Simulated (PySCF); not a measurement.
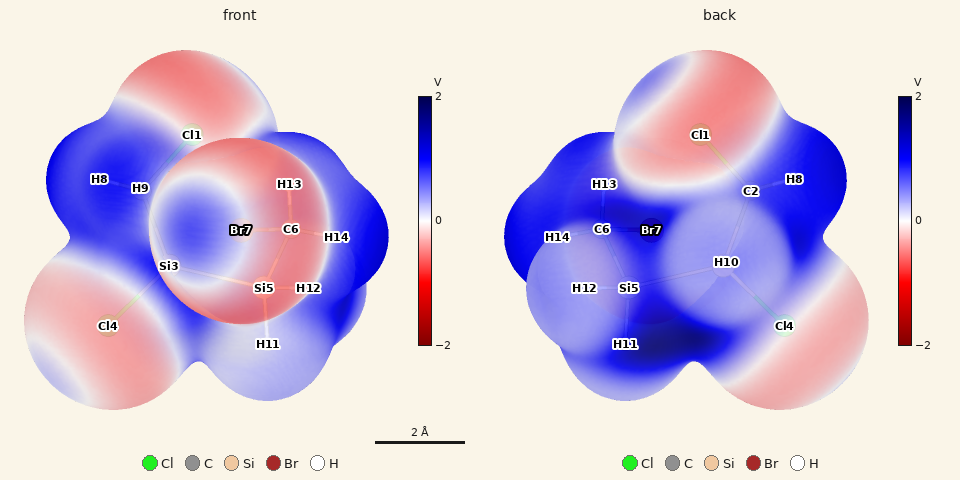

*C₂H₇BrCl₂Si₂. The electrostatic potential painted on the density surface at 0.002 e/bohr³, seen from the front and from behind; the colour scale runs from red (negative) to blue (positive).*

Geometry: GFN2-xTB.

Level of theory: CAM-B3LYP/def2-SVPD, SCF density, gas phase in PySCF.

Input file:

```
{"job": {"kind": "uv", "xc": "CAM-B3LYP", "basis": "def2-SVPD", "nstates": 8, "ntriplets": 3}, "charge": 0, "multiplicity": 1}
Cl    -1.061915     0.970094    -1.819908
C     -1.687653     1.003909    -0.144806
Si    -1.319282    -0.688029     0.688887
Cl    -2.131182    -0.586693     2.539471
Si     0.958208    -1.173217     0.712871
C      1.989703     0.292768     0.032335
Br     1.786618     1.831339     1.223243
H     -2.753056     1.215948    -0.217221
H     -1.207883     1.846297     0.350676
H     -2.097496    -1.674984    -0.066011
H      1.490468    -1.431600     2.056451
H      1.310180    -2.312904    -0.145023
H      1.667613     0.626658    -0.950569
H      3.055000     0.079940    -0.002538
```

Run with:

```sh
OMP_NUM_THREADS=1 python probes_run.py task.json out
```

> Where is the surface potential most negative and most positive?

The most negative region (about −0.5 V) lies over Cl1 and Br7, the most positive (about +1.7 V) over Si3 and Si5. Cl1 shows a σ-hole: about +0.5 V at the tip opposite its bond, against about −0.1 V on its flanks. Cl4 shows a σ-hole: about +0.2 V at the tip opposite its bond, against about −0.2 V on its flanks. Br7 shows a σ-hole: about +0.7 V at the tip opposite its bond, against about −0.3 V on its flanks.
